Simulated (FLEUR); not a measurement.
# NdSb: which magnetic order is lowest, part 2 of 2

Aim: find out whether NdSb carries moments, and which collinear order costs least.

FLEUR MaX-R8.1; LDA (VWN) with U = 4.02 eV, J = 0.7 eV on Nd f; all-electron FLAPW, Dirac cores, scalar-relativistic bands.

So far, largest spin moment in the muffin-tin sphere (μB): step 2 (start 1: ferro +) 3.06.

**3. Start 2: antiferro q=(0,1/2,1/2) +-**

Another pattern of signs weighs the neighbour shells otherwise.

This order needs a doubled cell of 4 atoms. The mesh is halved along the doubled vector, so that both cells sample the same points. The k list default-1 (kpts.xml, not shown) is a Γ-centred 8×4×8 mesh.

Contents of inp.xml:

```
<?xml version="1.0" encoding="UTF-8" standalone="no"?>
<fleurInput fleurInputVersion="0.39">
   <comment>
      NdSb
   </comment>
   <calculationSetup>
      <cutoffs Kmax="3.6" Gmax="10.8" GmaxXC="10.8" numbands="0"/>
      <scfLoop itmax="130" minDistance="0.0001" maxIterBroyd="15" imix="Anderson" alpha="0.05" precondParam="0.0" spinf="2.0" sdNocoIR="T"/>
      <coreElectrons ctail="T" frcor="F" kcrel="0" coretail_lmax="0"/>
      <xcFunctional name="vwn" relativisticCorrections="F"/>
      <magnetism jspins="2"/>
      <soc l_soc="F" theta="0.0" phi="0.0" spav="F"/>
      <expertModes spex="0" secvar="F"/>
      <geometryOptimization l_f="F" forcealpha="1.0" forcemix="BFGS" epsdisp="0.00001" epsforce="0.00001"/>
      <ldaU l_linMix="F" mixParam="0.05" spinf="1.0"/>
   </calculationSetup>
   <cell>
      <bzIntegration valenceElectrons="58.0" mode="hist" fermiSmearingEnergy="0.00110248">
         <kPointListSelection listName="default-1"/>
         <xi:include xmlns:xi="http://www.w3.org/2001/XInclude" href="kpts.xml"> </xi:include>
      </bzIntegration>
      <xi:include xmlns:xi="http://www.w3.org/2001/XInclude" href="sym.xml"> </xi:include>
      <bulkLattice scale="1.0">
         <bravaisMatrix>
            <row-1>    0.0000000000000000     5.9885420888573995     5.9885420888573995</row-1>
            <row-2>   11.9770841777147989     0.0000000000000000    11.9770841777147989</row-2>
            <row-3>   11.9770841777147989     5.9885420888573995     5.9885420888573995</row-3>
         </bravaisMatrix>
      </bulkLattice>
   </cell>
   <atomSpecies>
      <species name="Neodymium 3.000" element="Nd" atomicNumber="60">
         <mtSphere radius="2.8" gridPoints="1201" logIncrement="0.0108"/>
         <atomicCutoffs lmax="10" lnonsphr="8"/>
         <electronConfig flipSpins="F">
            <coreConfig>(1s1/2) (2s1/2) (2p1/2) (2p3/2) (3s1/2) (3p1/2) (3p3/2) (4s1/2) (3d3/2) (3d5/2) (4p1/2) (4p3/2) (4d3/2) (4d5/2)</coreConfig>
            <valenceConfig>(5s1/2) (5p1/2) (5p3/2) (6s1/2) (4f5/2) (4f7/2)</valenceConfig>
            <stateOccupation state="(4f5/2)" spinUp="1.2142857142857" spinDown="0.5"/>
            <stateOccupation state="(4f7/2)" spinUp="2.2857142857143" spinDown="0.0"/>
         </electronConfig>
         <energyParameters s="6" p="6" d="5" f="4"/>
         <ldaU l="3" U="4.02" J="0.7" l_amf="F"/>
         <lo type="SCLO" l="0" n="5" eDeriv="0"/>
         <lo type="SCLO" l="1" n="5" eDeriv="0"/>
      </species>
      <species name="Neodymium -3.000" element="Nd" atomicNumber="60">
         <mtSphere radius="2.8" gridPoints="1201" logIncrement="0.0108"/>
         <atomicCutoffs lmax="10" lnonsphr="8"/>
         <electronConfig flipSpins="F">
            <coreConfig>(1s1/2) (2s1/2) (2p1/2) (2p3/2) (3s1/2) (3p1/2) (3p3/2) (4s1/2) (3d3/2) (3d5/2) (4p1/2) (4p3/2) (4d3/2) (4d5/2)</coreConfig>
            <valenceConfig>(5s1/2) (5p1/2) (5p3/2) (6s1/2) (4f5/2) (4f7/2)</valenceConfig>
            <stateOccupation state="(4f5/2)" spinUp="0.5" spinDown="1.2142857142857"/>
            <stateOccupation state="(4f7/2)" spinUp="0.0" spinDown="2.2857142857143"/>
         </electronConfig>
         <energyParameters s="6" p="6" d="5" f="4"/>
         <ldaU l="3" U="4.02" J="0.7" l_amf="F"/>
         <lo type="SCLO" l="0" n="5" eDeriv="0"/>
         <lo type="SCLO" l="1" n="5" eDeriv="0"/>
      </species>
      <species name="Antimony (Sb)" element="Sb" atomicNumber="51">
         <mtSphere radius="2.8" gridPoints="1201" logIncrement="0.0108"/>
         <atomicCutoffs lmax="10" lnonsphr="8"/>
         <electronConfig flipSpins="F">
            <coreConfig>(1s1/2) (2s1/2) (2p1/2) (2p3/2) (3s1/2) (3p1/2) (3p3/2) (4s1/2) (3d3/2) (3d5/2) (4p1/2) (4p3/2)</coreConfig>
            <valenceConfig>(5s1/2) (4d3/2) (4d5/2) (5p1/2) (5p3/2)</valenceConfig>
            <stateOccupation state="(5p1/2)" spinUp="0.500000" spinDown="0.500000"/>
            <stateOccupation state="(5p3/2)" spinUp="1.000000" spinDown="1.000000"/>
         </electronConfig>
         <energyParameters s="5" p="5" d="5" f="4"/>
         <lo type="SCLO" l="2" n="4" eDeriv="0"/>
      </species>
   </atomSpecies>
   <atomGroups>
      <atomGroup species="Neodymium 3.000">
         <relPos label="                   1">.0000000000 .0000000000 .0000000000</relPos>
         <force calculate="T" relaxXYZ="TTT"/>
      </atomGroup>
      <atomGroup species="Neodymium -3.000">
         <relPos label="                   2">.0000000000 1.000/2.000 .0000000000</relPos>
         <force calculate="T" relaxXYZ="TTT"/>
      </atomGroup>
      <atomGroup species="Antimony (Sb)">
         <relPos label="                   3">1.000/2.000 .0000000000 1.000/2.000</relPos>
         <force calculate="T" relaxXYZ="TTT"/>
      </atomGroup>
      <atomGroup species="Antimony (Sb)">
         <relPos label="                   4">1.000/2.000 1.000/2.000 1.000/2.000</relPos>
         <force calculate="T" relaxXYZ="TTT"/>
      </atomGroup>
   </atomGroups>
   <output dos="F" band="F" slice="F">
      <bandDOS minEnergy="-.5*Htr" maxEnergy="0.5*Htr" sigma="0.015" storeEVData="T"/>
      <plotting iplot="0" polar="F">
         <plot TwoD="T" vec1="  1.0  0.0  0.0" vec2="  0.0  1.0  0.0" vec3="  0.0  0.0  1.0" zero="  0.0  0.0  0.0" file="plot"/>
      </plotting>
      <moessbauerParams electricFieldGradient="F" isomerShift="F" coreHyperfine="F" valenceHyperfine="F"/>
   </output>
</fleurInput>
```

Contents of crystal.txt:

```
NdSb
&input film=F cartesian=F /
0.00000000000  3.16900000000  3.16900000000
6.33800000000  0.00000000000  6.33800000000
6.33800000000  3.16900000000  3.16900000000
1.8897261246
1.0 1.0 1.0

4
60 0.00000000000  0.00000000000  0.00000000000 : 3.000
60 0.00000000000  0.50000000000  0.00000000000 : -3.000
51 0.50000000000  0.00000000000  0.50000000000
51 0.50000000000  0.50000000000  0.50000000000

&kpt div1=8 div2=4 div3=8 gamma=T /
```

Launch:

```sh
> OMP_NUM_THREADS=1 inpgen -f crystal.txt > inpgen.log  # inp.xml is then edited as shown
> OMP_NUM_THREADS=1 mpirun -n 4 fleur_MPI > fleur.log
```

Log:

```text
[banner, memory and clock lines left out]
Welcome to FLEUR        (www.flapw.de)
      MaX-Release 8.1          (www.max-centre.eu)

 ========== k-point set info ==========
 Selected k-point list: default-1
 k-point list type: mesh
 0 x 0 x 0
 Number of k points: 80

 ------------Calculation Setup---------------------------
 Number of PE/node        :            4
 Number of OMP-threads    :            1
 k-points in parallel     :            4
 pe's per k-point         :            1
 No of k-point loops      :           20
 Eigenvalue solver        :       lapack
 Number of basis functions:          732
 Approximate size of matrices (H+S) per k-point:         0.008 GB
 Iteration:     1   Distance:      31.67891886 me/bohr^3
 Iteration:     2   Distance:      27.73518369 me/bohr^3
 Iteration:     3   Distance:      25.74003657 me/bohr^3
 Iteration:     4   Distance:      74.22272307 me/bohr^3
 Iteration:     5   Distance:      83.24770555 me/bohr^3
 Iteration:     6   Distance:      83.34728667 me/bohr^3
 Invalid elements in DFT+U matrix after mixing:
 Reset of history
 Iteration:     7   Distance:      85.31930251 me/bohr^3
 Iteration:     8   Distance:      41.91976389 me/bohr^3
 Iteration:     9   Distance:      15.90060847 me/bohr^3
 Iteration:    10   Distance:      15.33574377 me/bohr^3
[... 13 iterations left out ...]
 Iteration:    24   Distance:       0.00073040 me/bohr^3
 Iteration:    25   Distance:       0.00059395 me/bohr^3
 Iteration:    26   Distance:       0.00044255 me/bohr^3
 Iteration:    27   Distance:       0.00031347 me/bohr^3
 Iteration:    28   Distance:       0.00024683 me/bohr^3
 Iteration:    29   Distance:       0.00034381 me/bohr^3
 Iteration:    30   Distance:       0.00027203 me/bohr^3
 Iteration:    31   Distance:       0.00032948 me/bohr^3
 Iteration:    32   Distance:       0.00015033 me/bohr^3
 Iteration:    33   Distance:       0.00006489 me/bohr^3

 ********************************************************************
 Run finished successfully
 Stop message:
   all done
 ********************************************************************

--- out.xml (last complete iteration) ---
<iteration numberForCurrentRun="   33" overallNumber="   33">
         [... left out ...]
         <bandgap value="0.0000005740" units="eV"/>
         <sumValenceSingleParticleEnergies value="-21.0518321568" units="Htr"/>
         <FermiEnergy value="0.2638688889" units="Htr"/>
         <valenceDensity>
            <mtCharges spin="1">
               <mtCharge atomType="1" total="7.4368106" s="1.0458907" p="2.9163436" d="0.4026865" f="3.0700368"/>
               <mtCharge atomType="2" total="4.3472241" s="1.0416408" p="2.9018382" d="0.3504325" f="0.0514552"/>
               <mtCharge atomType="3" total="6.9050191" s="0.7436919" p="1.1512058" d="5.0030547" f="0.0052906"/>
               <mtCharge atomType="4" total="6.8876189" s="0.7421675" p="1.1345188" d="5.0034999" f="0.0055323"/>
            </mtCharges>
            <mtCharges spin="2">
               <mtCharge atomType="1" total="4.3472239" s="1.0416408" p="2.9018381" d="0.3504324" f="0.0514551"/>
               <mtCharge atomType="2" total="7.4368111" s="1.0458907" p="2.9163436" d="0.4026866" f="3.0700372"/>
               <mtCharge atomType="3" total="6.8876191" s="0.7421675" p="1.1345189" d="5.0034999" f="0.0055323"/>
               <mtCharge atomType="4" total="6.9050188" s="0.7436919" p="1.1512055" d="5.0030547" f="0.0052906"/>
            </mtCharges>
            <spinDependentCharge spin="1" total="29.0000000" interstitial="3.4233273" mtSpheres="25.5766727"/>
            <spinDependentCharge spin="2" total="29.0000000" interstitial="3.4233272" mtSpheres="25.5766729"/>
            <totalCharge value="58.0000000000"/>
         </valenceDensity>
         [... left out ...]
         <magneticMomentsInMTSpheres units="muBohr">
            <globalMagMoment atomType="1" vec="0.00000   0.00000   3.08959"/>
            <localMagMoment atomType="1" vec="0.00000   0.00000   3.08959"/>
            <globalMagMoment atomType="2" vec="0.00000   0.00000  -3.08959"/>
            <localMagMoment atomType="2" vec="0.00000   0.00000  -3.08959"/>
            <globalMagMoment atomType="3" vec="0.00000   0.00000   0.01740"/>
            <localMagMoment atomType="3" vec="0.00000   0.00000   0.01740"/>
            <globalMagMoment atomType="4" vec="0.00000   0.00000  -0.01740"/>
            <localMagMoment atomType="4" vec="0.00000   0.00000  -0.01740"/>
         </magneticMomentsInMTSpheres>
         [... left out ...]
         <totalEnergy value="   -32202.9892288905" units="Htr">
            <sumOfEigenvalues value="   -19714.6953474466">
               <coreElectrons value="-19693.6435152898"/>
               <valenceElectrons value="-21.0518321568"/>
            </sumOfEigenvalues>
            <densityCoulombPotentialIntegral value="-53122.2312818269"/>
            <densityEffectivePotentialIntegral value="-54134.3607319000"/>
            <chargeDenXCDenIntegral value="-763.0168941227"/>
            <FockExchangeEnergyValence value="0.0000000000"/>
            <FockExchangeEnergyCore value="0.0000000000"/>
         [... left out ...]
            <dftUCorrection value="-0.4167795760"/>
            <tkbTimesEntropy value="0.0000998332"/>
            <freeEnergy value="-32202.9893287237"/>
            <extrapolationTo0K value="-32202.9892788071"/>
         </totalEnergy>
         [... left out ...]
         <ldaUDensityMatrixConvergence>
            <distance spin="1" distance="0.000006"/>
            <distance spin="2" distance="0.000005"/>
         </ldaUDensityMatrixConvergence>
         <densityConvergence units="me/bohr^3">
            <chargeDensity spin="1" distance="0.0000362815"/>
            <chargeDensity spin="2" distance="0.0000353333"/>
            <overallChargeDensity distance="0.0000648904"/>
            <spinDensity distance="0.0000303118"/>
         </densityConvergence>
      </iteration>
```

Elapsed: 11 min, on 4 MPI ranks of Arm Neoverse N1, shared host; peak memory 0.6 GiB; 45 min of CPU time.

Spin moment in the muffin-tin sphere by atom:

```csv
atom,spin moment in the muffin-tin sphere (μB)
Nd1,3.09
Nd2,-3.09
Sb3,0.02
Sb4,-0.02
```

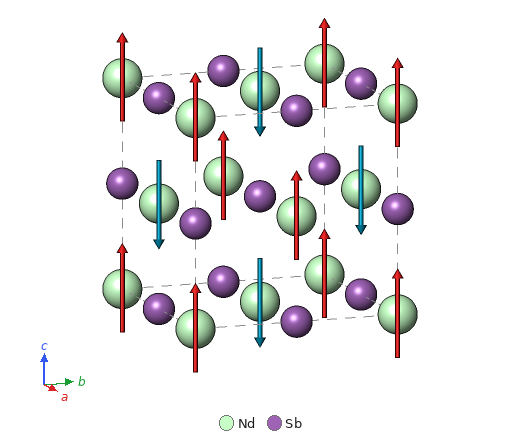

Spin moment in the muffin-tin sphere as arrows, the longest 3.09 μB. Up and down stand for the sign. Arrows give size and sign along the axis of quantisation, drawn up and down the page. The two directions have two colours. Some periodic images of atoms are drawn too.

Read from the output:

```
free energy                                                       : -876287.9809 eV
program's band gap on this mesh (in a metal only a level spacing) : 5.74e-7 eV
magnetization                                                     : 0 μB
final state                                                       : antiferromagnetic
```

It lies 4.41 meV a seeded atom under the first start, and its largest moment is 3.09 μB against 3.06 μB.

**4. Order 3, typed as antiferro q=(0,0,1/2) +-**

Reversing part of the moments tests the sign of the couplings between them.

This order needs a doubled cell of 4 atoms. The mesh is halved along the doubled vector, so that both cells sample the same points. The k list default-1 (kpts.xml, not shown) is a Γ-centred 8×8×4 mesh.

Edit inp.xml of step 3 so:

```diff
@@ -25,4 +25,4 @@
             <row-1>    0.0000000000000000     5.9885420888573995     5.9885420888573995</row-1>
-            <row-2>   11.9770841777147989     0.0000000000000000    11.9770841777147989</row-2>
-            <row-3>   11.9770841777147989     5.9885420888573995     5.9885420888573995</row-3>
+            <row-2>    5.9885420888573995     0.0000000000000000     5.9885420888573995</row-2>
+            <row-3>   11.9770841777147989    11.9770841777147989     0.0000000000000000</row-3>
          </bravaisMatrix>
@@ -78,3 +78,3 @@
       <atomGroup species="Neodymium -3.000">
-         <relPos label="                   2">.0000000000 1.000/2.000 .0000000000</relPos>
+         <relPos label="                   2">.0000000000 .0000000000 1.000/2.000</relPos>
          <force calculate="T" relaxXYZ="TTT"/>
@@ -82,7 +82,4 @@
       <atomGroup species="Antimony (Sb)">
-         <relPos label="                   3">1.000/2.000 .0000000000 1.000/2.000</relPos>
-         <force calculate="T" relaxXYZ="TTT"/>
-      </atomGroup>
-      <atomGroup species="Antimony (Sb)">
-         <relPos label="                   4">1.000/2.000 1.000/2.000 1.000/2.000</relPos>
+         <relPos label="                   3">1.000/2.000 1.000/2.000 1.000/4.000</relPos>
+         <relPos label="                   4">1.000/2.000 1.000/2.000 -1.000/4.000</relPos>
          <force calculate="T" relaxXYZ="TTT"/>
```

Contents of crystal.txt:

```
NdSb
&input film=F cartesian=F /
0.00000000000  3.16900000000  3.16900000000
3.16900000000  0.00000000000  3.16900000000
6.33800000000  6.33800000000  0.00000000000
1.8897261246
1.0 1.0 1.0

4
60 0.00000000000  0.00000000000  0.00000000000 : 3.000
60 0.00000000000  0.00000000000  0.50000000000 : -3.000
51 0.50000000000  0.50000000000  0.25000000000
51 0.50000000000  0.50000000000  0.75000000000

&kpt div1=8 div2=8 div3=4 gamma=T /
```

Log:

```text
[banner, memory and clock lines left out]
Welcome to FLEUR        (www.flapw.de)
      MaX-Release 8.1          (www.max-centre.eu)

 ========== k-point set info ==========
 Selected k-point list: default-1
 k-point list type: mesh
 0 x 0 x 0
 Number of k points: 80

 [... set-up left out ...]
 Iteration:     1   Distance:      31.69296819 me/bohr^3
 Iteration:     2   Distance:      27.73263694 me/bohr^3
 Iteration:     3   Distance:      25.76451683 me/bohr^3
 Iteration:     4   Distance:      69.12625425 me/bohr^3
 Iteration:     5   Distance:      80.43737894 me/bohr^3
[...]
[... left out ...]
            <freeEnergy value="-32202.9895299782"/>
            <extrapolationTo0K value="-32202.9894816538"/>
         </totalEnergy>
         [... left out ...]
         <ldaUDensityMatrixConvergence>
            <distance spin="1" distance="0.000006"/>
            <distance spin="2" distance="0.000006"/>
         </ldaUDensityMatrixConvergence>
         <densityConvergence units="me/bohr^3">
            <chargeDensity spin="1" distance="0.0000249083"/>
            <chargeDensity spin="2" distance="0.0000266547"/>
            <overallChargeDensity distance="0.0000443387"/>
            <spinDensity distance="0.0000263795"/>
         </densityConvergence>
      </iteration>
```

Wall time 14 min (4 MPI ranks); peak memory 0.61 GiB.

Spin moment in the muffin-tin sphere by atom:

```csv
atom,spin moment in the muffin-tin sphere (μB)
Nd1,3.11
Nd2,-3.11
Sb3,0.00
Sb4,0.00
```

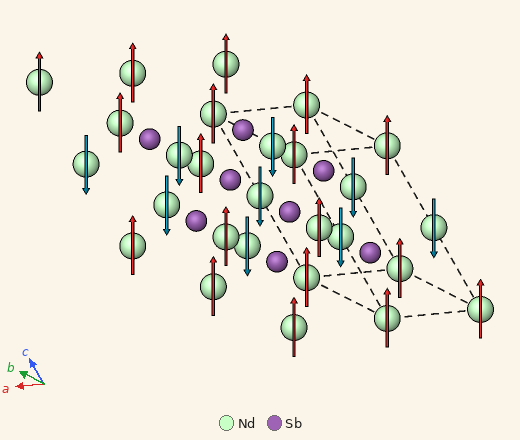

Spin moment in the muffin-tin sphere as arrows, the longest 3.11 μB. Up and down stand for the sign. Arrows give size and sign along the axis of quantisation, drawn up and down the page. The two directions have two colours. 2×2×1 cells are drawn. Some periodic images of atoms are drawn too.

Read from the output:

| Property | Result |
| --- | --- |
| free energy | -876287.9864 eV |
| program's band gap on this mesh (in a metal only a level spacing) | 0.04414 eV |
| magnetization | 0 μB |
| final state | antiferromagnetic |

It lies 7.15 meV a seeded atom under the first start, and its largest moment is 3.11 μB against 3.06 μB.

**5. Energies of the orders**

Free energies are divided by the number of seeded atoms, so that cells of unlike size compare. Wavevectors q in the names are fractions of the primitive cell's reciprocal vectors.

Orders:

```csv
start,final state,typed order kept,energy over the lowest (meV a seeded atom),largest sphere moment (μB),net moment (μB a primitive cell),mesh matched,CPU time (s)
ferro +,ferromagnetic,yes,7.151,3.059,3.034,yes,211
"antiferro q=(0,1/2,1/2) +-",antiferromagnetic,yes,2.738,3.09,0,yes,2695
"antiferro q=(0,0,1/2) +-",antiferromagnetic,yes,0,3.108,0,yes,2848
```

**6. Outcome**

| Quantity | Value |
| --- | --- |
| lowest state found | antiferromagnetic (typed antiferro q=(0,0,1/2) +-) |
| largest site spin moment | 3.11 μB |
| next finished state | antiferromagnetic, 2.74 meV a seeded atom higher |

**Reading.** The lowest state found is antiferromagnetic, reached from the start antiferro q=(0,0,1/2) +-, with moments up to 3.11 μB. The two lowest states lie so close that the mesh, the functional or spin–orbit coupling could swap them. This is the lowest of 3 finished starts, no proof of the ground state. Open f shells have many stationary orbital fillings, so the state need not be the lowest, and spin-only moments miss the orbital part.

[Logs and program files are shortened in this print: banners, set-up blocks, solver, clock and traceback lines can be left out without a mark of their own.]

[Logs are printed without paths, hosts, clocks, repeated set-up lines and the standing remarks that a program may print on its own settings, such as how far it seeks lower states.]

[Hosts, paths, dates, database ids (printed as entryN), source tags and the programs' standing remarks are cut or masked in the printed files.]

[Where a cell is said to come from a database of computed structures, the database is the Materials Project.]
